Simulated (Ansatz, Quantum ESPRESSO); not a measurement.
# Screening and band shifts of 1T-PtS2, 1 layer, part 3 of 6

Wanted: polarisability and gap of 1T-PtS2, 1 layer against a perpendicular field.

Quantum ESPRESSO 7.5; plane-wave DFT, vdW-DF-cx, GBRV ultrasoft pseudopotentials made under PBE; geometry and cross-check by Ansatz 0.2.0 with PAW datasets.

So far. Step 3 (SCF with pw.x: no field): The run needed 13 iterations to bring the estimated error under 1e-09 Ry; the largest force on any atom, held or free, is 0.17 eV/Å. Step 4 (Potential by pp.x): The vacuum is flat to 0.1 meV/Å, so its level is well defined. Inside the slab the curve depends on the local part of the pseudopotentials; only the vacuum level has a meaning of its own.

### 5. Bands along a path: no field

The density is frozen and the levels are solved along a path.

f0.bands.in reads:

```
&control
  prefix = 'f0.bands'
  outdir = './out'
  pseudo_dir = './pseudo'
  calculation = 'bands'
  tefield = .true.
  dipfield = .true.
/
&system
  ibrav = 0
  nat = 3
  ntyp = 2
  ecutwfc = 40
  ecutrho = 200
  input_dft = 'vdw-df-cx'
  occupations = 'smearing'
  smearing = 'fd'
  degauss = 0.004
  edir = 3
  emaxpos = 0.97
  eopreg = 0.04
  eamp = 0.0
  nbnd = 20
/
&electrons
  conv_thr = 1e-07
  mixing_beta = 0.4
  electron_maxstep = 120
  mixing_mode = 'local-TF'
/
ATOMIC_SPECIES
  S   32.0600  s_pbe_v1.4.uspp.F.UPF
  Pt  195.0840  pt_pbe_v1.4.uspp.F.UPF
CELL_PARAMETERS angstrom
  3.57420286974912 -0.00000000000000 0.00000000000000
  -1.78710143487456 3.09535048348198 -0.00000000000000
  0.00000000000000 0.00000000000000 19.01408639340000
ATOMIC_POSITIONS crystal
  S   0.666666666667 0.333333333333 0.435362688202
  Pt  -0.000000000000 0.000000000000 0.499999984956
  S   0.333333333333 0.666666666667 0.564637326843
K_POINTS crystal_b
4
  0.0000000000 0.0000000000 0.0000000000 14
  0.5000000000 0.0000000000 0.0000000000 14
  0.3333333333 0.3333333333 0.0000000000 14
  0.0000000000 0.0000000000 0.0000000000 1
```

The run is started by

```console
> cp -r out/f0.save out/f0.bands.save
> cp out/f0.xml out/f0.bands.xml
> OMP_NUM_THREADS=1 mpirun -n 4 pw.x -nk 4 -in f0.bands.in > f0.bands.out
```

What it wrote:

```text
[banner, memory and clock lines left out]
Program PWSCF v.7.5 starts

          URL

     Presently no symmetry can be used with electric field

     IMPORTANT: XC functional enforced from input :
     Exchange-correlation= VDW-DF-CX
                           (   1   4  27   0   1   0   0)
     Any further DFT definition will be discarded
     Please, verify this is what you really want

     Atomic positions and unit cell read from directory:
     ./out/f0.bands.save/

     G-vector sticks info

     bravais-lattice index     =            0
     lattice parameter (alat)  =       6.7543  a.u.
     unit-cell volume          =    1419.5840 (a.u.)^3
     number of atoms/cell      =            3
     number of atomic types    =            2
     number of electrons       =        28.00
     number of Kohn-Sham states=           20
     kinetic-energy cutoff     =      40.0000  Ry
     charge density cutoff     =     200.0000  Ry
     Exchange-correlation= VDW-DF-CX
                           (   1   4  27   0   1   0   0)

     celldm(1)=   6.754265  celldm(2)=   0.000000  celldm(3)=   0.000000
     celldm(4)=   0.000000  celldm(5)=   0.000000  celldm(6)=   0.000000

     crystal axes: (cart. coord. in units of alat)
               a(1) = (   1.000000  -0.000000   0.000000 )
               a(2) = (  -0.500000   0.866025  -0.000000 )
               a(3) = (   0.000000   0.000000   5.319812 )

     reciprocal axes: (cart. coord. in units 2 pi/alat)
               b(1) = (  1.000000  0.577350 -0.000000 )
               b(2) = (  0.000000  1.154701 -0.000000 )
               b(3) = (  0.000000  0.000000  0.187977 )

     PseudoPot. # 1 for S  read from file:
     ./pseudo/s_pbe_v1.4.uspp.F.UPF
     Pseudo is Ultrasoft + core correction, Zval =  6.0
     Generated by new atomic code, or converted to UPF format
     Using radial grid of  907 points,  6 beta functions with:
                l(1) =   0
                l(2) =   0
                l(3) =   1
                l(4) =   1
                l(5) =   2
                l(6) =   2
     Q(r) pseudized with  8 coefficients,  rinner =    1.300   1.300   1.300
                                                       1.300   1.300

     PseudoPot. # 2 for Pt read from file:
     ./pseudo/pt_pbe_v1.4.uspp.F.UPF
     Pseudo is Ultrasoft + core correction, Zval = 16.0
     Generated by new atomic code, or converted to UPF format
     Using radial grid of  985 points,  6 beta functions with:
                l(1) =   0
                l(2) =   0
                l(3) =   1
                l(4) =   1
                l(5) =   2
                l(6) =   2
     Q(r) pseudized with  8 coefficients,  rinner =    1.300   1.300   1.300
                                                       1.300   1.300

     atomic species   valence    mass     pseudopotential
     S                 6.00    32.06000     S ( 1.00)
     Pt               16.00   195.08400     Pt( 1.00)

     No symmetry found

   Cartesian axes

     site n.     atom                  positions (alat units)
         1        S      tau(   1) = (   0.5000000   0.2886751   2.3160475  )
         2        Pt     tau(   2) = (   0.0000000   0.0000000   2.6599058  )
         3        S      tau(   3) = (  -0.0000000   0.5773503   3.0037643  )

     number of k points=    43  Fermi-Dirac smearing, width (Ry)=  0.0040
                       cart. coord. in units 2pi/alat
        k(    1) = (   0.0000000   0.0000000   0.0000000), wk =   0.0465116
        k(    2) = (   0.0357143   0.0206197   0.0000000), wk =   0.0465116
        k(    3) = (   0.0714286   0.0412393   0.0000000), wk =   0.0465116
        k(    4) = (   0.1071429   0.0618590   0.0000000), wk =   0.0465116
        k(    5) = (   0.1428571   0.0824786   0.0000000), wk =   0.0465116
        k(    6) = (   0.1785714   0.1030983   0.0000000), wk =   0.0465116
        k(    7) = (   0.2142857   0.1237179   0.0000000), wk =   0.0465116
        k(    8) = (   0.2500000   0.1443376   0.0000000), wk =   0.0465116
        k(    9) = (   0.2857143   0.1649572   0.0000000), wk =   0.0465116
        k(   10) = (   0.3214286   0.1855769   0.0000000), wk =   0.0465116
        k(   11) = (   0.3571429   0.2061965   0.0000000), wk =   0.0465116
        k(   12) = (   0.3928571   0.2268162   0.0000000), wk =   0.0465116
        k(   13) = (   0.4285714   0.2474358   0.0000000), wk =   0.0465116
        k(   14) = (   0.4642857   0.2680555   0.0000000), wk =   0.0465116
        k(   15) = (   0.5000000   0.2886751   0.0000000), wk =   0.0465116
        k(   16) = (   0.4880952   0.3092948   0.0000000), wk =   0.0465116
        k(   17) = (   0.4761905   0.3299144   0.0000000), wk =   0.0465116
        k(   18) = (   0.4642857   0.3505341   0.0000000), wk =   0.0465116
        k(   19) = (   0.4523810   0.3711537   0.0000000), wk =   0.0465116
        k(   20) = (   0.4404762   0.3917734   0.0000000), wk =   0.0465116
        k(   21) = (   0.4285714   0.4123930   0.0000000), wk =   0.0465116
        k(   22) = (   0.4166667   0.4330127   0.0000000), wk =   0.0465116
        k(   23) = (   0.4047619   0.4536324   0.0000000), wk =   0.0465116
        k(   24) = (   0.3928571   0.4742520   0.0000000), wk =   0.0465116
        k(   25) = (   0.3809524   0.4948717   0.0000000), wk =   0.0465116
        k(   26) = (   0.3690476   0.5154913   0.0000000), wk =   0.0465116
        k(   27) = (   0.3571429   0.5361110   0.0000000), wk =   0.0465116
        k(   28) = (   0.3452381   0.5567306   0.0000000), wk =   0.0465116
        k(   29) = (   0.3333333   0.5773503   0.0000000), wk =   0.0465116
        k(   30) = (   0.3095238   0.5361110   0.0000000), wk =   0.0465116
        k(   31) = (   0.2857143   0.4948717   0.0000000), wk =   0.0465116
        k(   32) = (   0.2619048   0.4536324   0.0000000), wk =   0.0465116
        k(   33) = (   0.2380952   0.4123930   0.0000000), wk =   0.0465116
        k(   34) = (   0.2142857   0.3711537   0.0000000), wk =   0.0465116
        k(   35) = (   0.1904762   0.3299144   0.0000000), wk =   0.0465116
        k(   36) = (   0.1666667   0.2886751   0.0000000), wk =   0.0465116
        k(   37) = (   0.1428571   0.2474358   0.0000000), wk =   0.0465116
        k(   38) = (   0.1190476   0.2061965   0.0000000), wk =   0.0465116
        k(   39) = (   0.0952381   0.1649572   0.0000000), wk =   0.0465116
        k(   40) = (   0.0714286   0.1237179   0.0000000), wk =   0.0465116
        k(   41) = (   0.0476190   0.0824786   0.0000000), wk =   0.0465116
        k(   42) = (   0.0238095   0.0412393   0.0000000), wk =   0.0465116
        k(   43) = (   0.0000000   0.0000000   0.0000000), wk =   0.0465116

[...]
-5.8694  -4.8066  -4.2508  -4.0631  -3.7673  -3.2245   0.3995   0.7099
     3.2678   4.6790   5.5141   5.6753

          k = 0.4643 0.2681 0.0000 (  6082 PWs)   bands (ev):

   -54.9784 -54.9640 -54.8527 -14.6177 -14.2383  -8.4653  -7.1745  -6.3143
    -5.9033  -4.5874  -4.3230  -4.0286  -4.0019  -3.4486   0.5079   0.7357
     3.2707   4.5528   5.8492   6.0659

          k = 0.5000 0.2887 0.0000 (  6082 PWs)   bands (ev):

   -54.9787 -54.9641 -54.8526 -14.5958 -14.2351  -8.5091  -7.1730  -6.2155
    -5.9545  -4.4219  -4.3616  -4.2082  -3.9186  -3.5719   0.5455   0.7446
     3.2755   4.5059   5.9830   6.4331

          k = 0.4881 0.3093 0.0000 (  6072 PWs)   bands (ev):

   -54.9786 -54.9641 -54.8526 -14.5929 -14.2358  -8.5028  -7.1762  -6.2150
    -5.9496  -4.4230  -4.3808  -4.3099  -3.8126  -3.5646   0.5417   0.7219
     3.2920   4.5368   5.9951   6.4378

          k = 0.4762 0.3299 0.0000 (  6084 PWs)   bands (ev):

   -54.9785 -54.9643 -54.8526 -14.5844 -14.2377  -8.4840  -7.1855  -6.2141
    -5.9354  -4.5476  -4.4260  -4.3585  -3.6409  -3.5431   0.5302   0.6570
     3.3408   4.6255   6.0315   6.4516

          k = 0.4643 0.3505 0.0000 (  6088 PWs)   bands (ev):

   -54.9784 -54.9647 -54.8526 -14.5704 -14.2407  -8.4529  -7.1998  -6.2141
    -5.9134  -4.7677  -4.4295  -4.3763  -3.5096  -3.4734   0.5108   0.5589
     3.4204   4.7622   6.0929   6.4734

          k = 0.4524 0.3712 0.0000 (  6096 PWs)   bands (ev):

   -54.9781 -54.9651 -54.8526 -14.5514 -14.2449  -8.4096  -7.2176  -6.2183
    -5.8853  -4.9908  -4.4322  -4.3976  -3.4668  -3.3214   0.4391   0.4833
     3.5278   4.9333   6.1799   6.5004

          k = 0.4405 0.3918 0.0000 (  6092 PWs)   bands (ev):

   -54.9778 -54.9657 -54.8526 -14.5280 -14.2501  -8.3545  -7.2372  -6.2323
    -5.8534  -5.2042  -4.4329  -4.4236  -3.4176  -3.1884   0.3098   0.4477
     3.6587   5.1250   6.2922   6.5229

          k = 0.4286 0.4124 0.0000 (  6100 PWs)   bands (ev):

   -54.9775 -54.9663 -54.8525 -14.5010 -14.2560  -8.2880  -7.2572  -6.2666
    -5.8196  -5.3935  -4.4542  -4.4310  -3.3650  -3.0762   0.1817   0.4041
     3.8073   5.3249   6.4273   6.5150

          k = 0.4167 0.4330 0.0000 (  6082 PWs)   bands (ev):

   -54.9771 -54.9671 -54.8525 -14.4713 -14.2625  -8.2105  -7.2761  -6.3352
    -5.7858  -5.5416  -4.4887  -4.4269  -3.3116  -2.9855   0.0643   0.3532
     3.9658   5.5243   6.4716   6.5788

          k = 0.4048 0.4536 0.0000 (  6060 PWs)   bands (ev):

   -54.9766 -54.9678 -54.8524 -14.4402 -14.2695  -8.1230  -7.2928  -6.4482
    -5.7532  -5.6360  -4.5262  -4.4216  -3.2592  -2.9166  -0.0349   0.2958
     4.1249   5.7186   6.4226   6.7371

          k = 0.3929 0.4743 0.0000 (  6073 PWs)   bands (ev):

   -54.9761 -54.9687 -54.8524 -14.4088 -14.2766  -8.0263  -7.3066  -6.5987
    -5.7230  -5.6812  -4.5653  -4.4168  -3.2086  -2.8696  -0.1104   0.2333
     4.2739   5.9071   6.3876   6.8265

          k = 0.3810 0.4949 0.0000 (  6073 PWs)   bands (ev):

   -54.9755 -54.9696 -54.8524 -14.3787 -14.2835  -7.9217  -7.3170  -6.7689
    -5.6962  -5.6933  -4.6043  -4.4143  -3.1596  -2.8443  -0.1588   0.1674
     4.4022   6.0911   6.3782   6.8907

          k = 0.3690 0.5155 0.0000 (  6081 PWs)   bands (ev):

   -54.9749 -54.9705 -54.8523 -14.3516 -14.2901  -7.8112  -7.3235  -6.9424
    -5.6870  -5.6736  -4.6409  -4.4154  -3.1107  -2.8402  -0.1790   0.1001
     4.5010   6.2711   6.4003   6.9510

          k = 0.3571 0.5361 0.0000 (  6069 PWs)   bands (ev):

   -54.9743 -54.9713 -54.8523 -14.3291 -14.2961  -7.6982  -7.3263  -7.1068
    -5.6727  -5.6567  -4.6718  -4.4198  -3.0599  -2.8567  -0.1722   0.0332
     4.5666   6.4449   6.4537   7.0026

          k = 0.3452 0.5567 0.0000 (  6061 PWs)   bands (ev):

   -54.9736 -54.9721 -54.8523 -14.3130 -14.3012  -7.5918  -7.3254  -7.2478
    -5.6578  -5.6474  -4.6934  -4.4256  -3.0055  -2.8927  -0.1415  -0.0313
     4.6013   6.5324   6.5962   7.0400

          k = 0.3333 0.5774 0.0000 (  6063 PWs)   bands (ev):

   -54.9729 -54.9729 -54.8523 -14.3052 -14.3051  -7.5340  -7.3213  -7.3212
    -5.6478  -5.6478  -4.7015  -4.4287  -2.9463  -2.9463  -0.0916  -0.0916
     4.6111   6.6268   6.6268   6.9849

          k = 0.3095 0.5361 0.0000 (  6079 PWs)   bands (ev):

   -54.9741 -54.9714 -54.8523 -14.3200 -14.3086  -7.6651  -7.3054  -7.1626
    -5.6852  -5.6573  -4.6637  -4.4056  -3.0955  -2.8139  -0.1948   0.0433
     4.5860   6.2043   6.8035   6.9398

          k = 0.2857 0.4949 0.0000 (  6047 PWs)   bands (ev):

   -54.9749 -54.9699 -54.8524 -14.3829 -14.3051  -7.7736  -7.2857  -6.9591
    -5.7705  -5.7088  -4.5522  -4.3156  -3.2714  -2.6700  -0.2704   0.1837
     4.5389   5.7423   6.4283   6.9696

          k = 0.2619 0.4536 0.0000 (  6057 PWs)   bands (ev):

   -54.9751 -54.9684 -54.8525 -14.4965 -14.2935  -7.7889  -7.2726  -6.8081
    -5.8780  -5.7831  -4.4028  -4.1494  -3.4158  -2.5281  -0.3167   0.2812
     4.4964   5.3428   5.8856   6.6206

          k = 0.2381 0.4124 0.0000 (  6067 PWs)   bands (ev):

   -54.9747 -54.9670 -54.8527 -14.6556 -14.2737  -7.7188  -7.2799  -6.7322
    -5.9681  -5.8602  -4.2967  -3.9175  -3.4331  -2.4018  -0.3324   0.2984
     4.4701   5.0095   5.3665   6.1487

          k = 0.2143 0.3712 0.0000 (  6047 PWs)   bands (ev):

   -54.9737 -54.9656 -54.8530 -14.8492 -14.2459  -7.5920  -7.3182  -6.7222
    -6.0078  -5.9356  -4.2858  -3.6363  -3.2666  -2.3026  -0.3138   0.2220
     4.4528   4.7160   4.9082   5.6897

          k = 0.1905 0.3299 0.0000 (  6043 PWs)   bands (ev):

   -54.9723 -54.9643 -54.8532 -15.0631 -14.2114  -7.4618  -7.3864  -6.7406
    -6.0019  -5.9842  -4.3053  -3.3255  -2.9959  -2.2396  -0.2531   0.0718
     4.3159   4.4285   4.6504   5.2643

          k = 0.1667 0.2887 0.0000 (  6067 PWs)   bands (ev):

   -54.9704 -54.9631 -54.8536 -15.2832 -14.1722  -7.4711  -7.3956  -6.7650
    -6.0100  -5.9040  -4.2954  -3.0115  -2.7162  -2.2191  -0.1405  -0.1025
     3.9792   4.1368   4.6668   4.8900

          k = 0.1429 0.2474 0.0000 (  6065 PWs)   bands (ev):

   -54.9682 -54.9620 -54.8539 -15.4968 -14.1305  -7.5556  -7.4147  -6.8315
    -5.8949  -5.7828  -4.2370  -2.7333  -2.4849  -2.2460  -0.2293   0.0280
     3.6448   3.8537   4.4952   4.8265

          k = 0.1190 0.2062 0.0000 (  6063 PWs)   bands (ev):

   -54.9660 -54.9612 -54.8542 -15.6933 -14.0890  -7.6281  -7.4824  -6.9497
    -5.6850  -5.6369  -4.1213  -2.5388  -2.3297  -2.3219  -0.2318   0.2406
     3.3493   3.5951   4.1876   4.9672

          k = 0.0952 0.1650 0.0000 (  6045 PWs)   bands (ev):

   -54.9638 -54.9604 -54.8545 -15.8644 -14.0506  -7.6828  -7.5639  -7.0828
    -5.4819  -5.4644  -3.9382  -2.4844  -2.4082  -2.2548  -0.0701   0.4680
     3.0967   3.3722   3.9097   4.9067

          k = 0.0714 0.1237 0.0000 (  6045 PWs)   bands (ev):

   -54.9618 -54.9598 -54.8548 -16.0036 -14.0178  -7.7194  -7.6403  -7.2022
    -5.3336  -5.2892  -3.6893  -2.6112  -2.4172  -2.2527   0.2218   0.6748
     2.8880   3.1920   3.6712   4.5562

          k = 0.0476 0.0825 0.0000 (  6053 PWs)   bands (ev):

   -54.9603 -54.9594 -54.8550 -16.1062 -13.9927  -7.7406  -7.7012  -7.2937
    -5.2087  -5.1749  -3.4040  -2.7473  -2.4437  -2.3128   0.5614   0.8335
     2.7266   3.0592   3.4839   4.2114

          k = 0.0238 0.0412 0.0000 (  6067 PWs)   bands (ev):

   -54.9594 -54.9592 -54.8551 -16.1690 -13.9770  -7.7508  -7.7402  -7.3503
    -5.1243  -5.1135  -3.1414  -2.8434  -2.4722  -2.4156   0.8465   0.9301
     2.6215   2.9769   3.3634   3.9381

          k = 0.0000 0.0000 0.0000 (  6061 PWs)   bands (ev):

   -54.9591 -54.9591 -54.8552 -16.1902 -13.9716  -7.7537  -7.7537  -7.3694
    -5.0943  -5.0943  -3.0151  -2.8779  -2.4838  -2.4838   0.9621   0.9621
     2.5845   2.9487   3.3219   3.8288

     XML data file, pseudopotentials, collected wavefunctions

                                        0.00s GPU  (     520 calls)

Note: The following floating-point exceptions are signalling: IEEE_UNDERFLOW_FLAG
Note: The following floating-point exceptions are signalling: IEEE_UNDERFLOW_FLAG
Note: The following floating-point exceptions are signalling: IEEE_UNDERFLOW_FLAG
Note: The following floating-point exceptions are signalling: IEEE_UNDERFLOW_FLAG
[key lines of the parts left out:]
Dipole field         -0.0000 Ry au,
```

The job ended after 75 s (4 MPI ranks of Arm Neoverse N1, shared host; peak memory 0.51 GiB).

This step gave:

- conduction bottom, on the run's zero: -0.4798 eV

Band numbers count within the set of bands kept for display. Electronic bands along the path, in eV, zero at the highest filled level of the SCF mesh; v1 is the highest filled band, c1 the lowest empty one:

| point | v4 | v3 | v2 | v1 | c1 | c2 | c3 | c4 |
| --- | --- | --- | --- | --- | --- | --- | --- | --- |
| Γ | -0.80 | -0.66 | -0.26 | -0.26 | 3.18 | 3.18 | 4.80 | 5.17 |
| M | -2.14 | -1.99 | -1.70 | -1.35 | 2.76 | 2.96 | 5.49 | 6.73 |
| K | -2.48 | -2.21 | -0.73 | -0.73 | 2.13 | 2.13 | 6.83 | 8.85 |
| Γ | -0.80 | -0.66 | -0.26 | -0.26 | 3.18 | 3.18 | 4.80 | 5.17 |

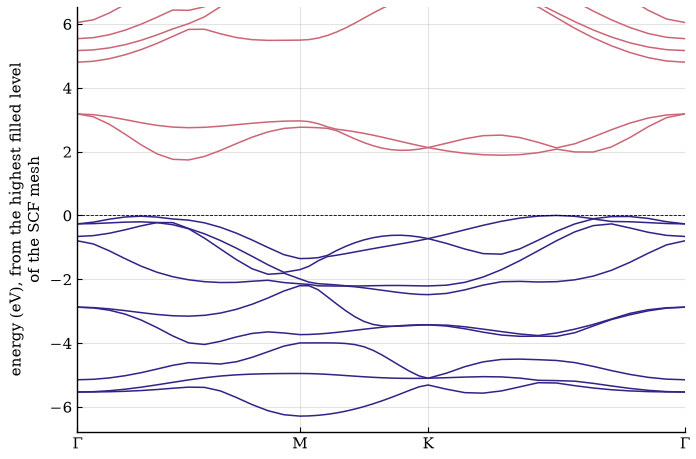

Electronic bands along the path; lines of filled and empty bands in two colours.

Along this path the valence top lies between K and Γ and the conduction bottom between Γ and M.

### 6. Self-consistent run: field 0.1 V/Å

eamp is the field in Hartree atomic units (1 a.u. = 51.42 V/Å). With dipfield on, it is the field in the vacuum beside an isolated sheet. The run starts from the density of the one before.

f1.in reads:

```
&control
  prefix = 'f1'
  outdir = './out'
  pseudo_dir = './pseudo'
  calculation = 'scf'
  tprnfor = .true.
  tefield = .true.
  dipfield = .true.
/
&system
  ibrav = 0
  nat = 3
  ntyp = 2
  ecutwfc = 40
  ecutrho = 200
  input_dft = 'vdw-df-cx'
  occupations = 'smearing'
  smearing = 'fd'
  degauss = 0.004
  edir = 3
  emaxpos = 0.97
  eopreg = 0.04
  eamp = 0.00194469
/
&electrons
  conv_thr = 1e-09
  mixing_beta = 0.4
  electron_maxstep = 120
  mixing_mode = 'plain'
  startingpot = 'file'
/
ATOMIC_SPECIES
  S   32.0600  s_pbe_v1.4.uspp.F.UPF
  Pt  195.0840  pt_pbe_v1.4.uspp.F.UPF
CELL_PARAMETERS angstrom
  3.57420286974912 -0.00000000000000 0.00000000000000
  -1.78710143487456 3.09535048348198 -0.00000000000000
  0.00000000000000 0.00000000000000 19.01408639340000
ATOMIC_POSITIONS crystal
  S   0.666666666667 0.333333333333 0.435362688202
  Pt  -0.000000000000 0.000000000000 0.499999984956
  S   0.333333333333 0.666666666667 0.564637326843
K_POINTS automatic
  12 12 1 0 0 0
```

The run is started by

```console
> cp -r out/f0.save out/f1.save
> OMP_NUM_THREADS=1 mpirun -n 4 pw.x -nk 4 -in f1.in > f1.out
```

What it wrote:

```text
[banner, memory and clock lines left out]
Program PWSCF v.7.5 starts
[...]
number of electrons       =        28.00
     number of Kohn-Sham states=           18
     kinetic-energy cutoff     =      40.0000  Ry
     charge density cutoff     =     200.0000  Ry
[...]
number of k points=    74  Fermi-Dirac smearing, width (Ry)=  0.0040
[...]
Dense  grid:    67889 G-vectors     FFT dimensions: (  32,  32, 162)
[...]
The initial density is read from file :
[...]
negative rho (up, down):  1.725E-01 0.000E+00
[...]
Starting wfcs are   20 randomized atomic wfcs
[...]
negative rho (up, down):  1.726E-01 0.000E+00
[...]
estimated scf accuracy    <       0.00903633 Ry
[...]
negative rho (up, down):  1.726E-01 0.000E+00
[...]
estimated scf accuracy    <       0.10990237 Ry
[...]
negative rho (up, down):  1.725E-01 0.000E+00
[...]
estimated scf accuracy    <       0.00007822 Ry
[...]
negative rho (up, down):  1.725E-01 0.000E+00
[...]
estimated scf accuracy    <       0.00000697 Ry
[...]
negative rho (up, down):  1.725E-01 0.000E+00
[...]
estimated scf accuracy    <       0.00000038 Ry
[...]
negative rho (up, down):  1.725E-01 0.000E+00
[...]
estimated scf accuracy    <       0.00000010 Ry
[...]
negative rho (up, down):  1.725E-01 0.000E+00
[...]
estimated scf accuracy    <       0.00000002 Ry
[...]
negative rho (up, down):  1.725E-01 0.000E+00
[...]
estimated scf accuracy    <          3.2E-09 Ry
[...]
negative rho (up, down):  1.725E-01 0.000E+00
[...]
Computed dipole along edir(3) :
        Dipole                0.0514 Ry au,          0.1307 Debye
        Dipole field          0.0005 Ry au,
        E field amplitude [Ha a.u.]:  1.9447E-03
        Potential amp.        0.1027 Ry
        Total length         34.4942 bohr
[...]
the Fermi energy is    -1.3104 ev
!    total energy              =    -258.60383570 Ry
     estimated scf accuracy    <          7.2E-10 Ry
     smearing contrib. (-TS)   =      -0.00000000 Ry
     internal energy E=F+TS    =    -258.60383570 Ry
[...]
one-electron contribution =   -1077.47762823 Ry
     hartree contribution      =     541.45349936 Ry
     xc contribution           =     -73.30722108 Ry
     ewald contribution        =     350.72769088 Ry
     electric field correction =      -0.00017663 Ry
     convergence has been achieved in   9 iterations
     negative rho (up, down):  1.725E-01 0.000E+00
[...]
Total force =     0.009079     Total SCF correction =     0.000179
[...]
```

Run time: 2.1 min. Hardware: 4 MPI ranks; peak memory 0.89 GiB; 8.3 min of CPU time.

This step gave:

```
free energy                          : -3518.4844 eV
Fermi energy                         : -1.310 eV
dipole along the normal              : 0.02721 e·Å
valence top, on the run's zero       : -2.205 eV
conduction bottom, on the run's zero : -0.4658 eV
```

The dipole goes from -0.0000 to 0.0272 e Å, 0.2721 e Å per V/Å.

### 7. Potential by pp.x

f1.pot.in reads:

```
&inputpp
  prefix = 'f1'
  outdir = './out'
  filplot = 'f1.pot.dat'
  plot_num = 11
/
```

The run is started by

```console
> OMP_NUM_THREADS=1 mpirun -n 4 pp.x -in f1.pot.in > f1.pot.out
```

The job ended after 31 s (4 MPI ranks; peak memory 0.21 GiB).

Read from the output:

```
slope of the potential above                                          : 0.1000 eV/Å
upper vacuum line continued to the top atoms, over the valence top    : 6.365 eV
slope of the potential below                                          : 0.09994 eV/Å
lower vacuum line continued to the bottom atoms, over the valence top : 6.564 eV
```

The slope in the vacuum is 0.100 eV/Å for an applied 0.10 V/Å, as it should be.

[end of part 3 of 6]

[Logs are printed without paths, hosts, clocks, repeated set-up lines and the standing remarks that a program may print on its own settings, such as how far it seeks lower states.]

[Hosts, paths, dates, database ids (printed as entryN), source tags and the programs' standing remarks are cut or masked in the printed files.]

[Maps of the electrostatic potential energy from Ansatz leave out the sawtooth potential of an applied field or a dipole correction, so their vacuum need not be flat; planar profiles and work functions include it.]
